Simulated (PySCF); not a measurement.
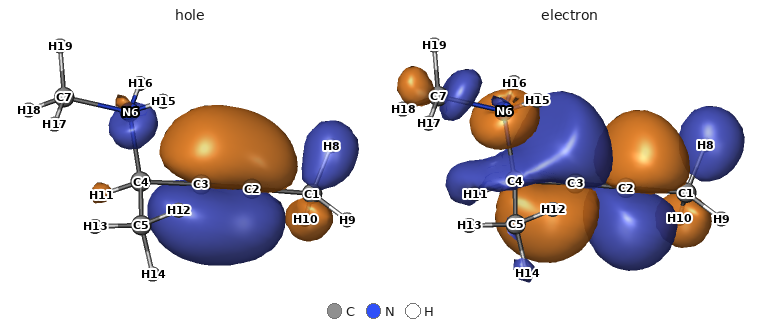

Figure. C₆H₁₂N, charge +1, SMILES `CC#CC(C)[NH2+]C`. Leading natural transition orbital pair of T₁ (full linear response triplet states); the surfaces enclose about 85 % of each orbital's density.

PySCF calculation, B3LYP/6-31G*, gas phase; geometry: GFN2-xTB. No frequency check shows the geometry to be a minimum. Without diffuse functions Rydberg states are missing, so the states' numbers hold for this basis only.

Where does the state lie, and where do hole and electron sit?

Answer. 5.00 eV (248 nm), spin-forbidden from the singlet ground state; the leading pair carries 70 %; hole on C3 (44 %) and C2 (38 %), electron on C2 (36 %), C3 (29 %) and C4 (8 %) (shares are of the whole state, not of the leading pair alone); their centroids lie 0.2 Å apart. The HOMO–LUMO gap is 7.15 eV.
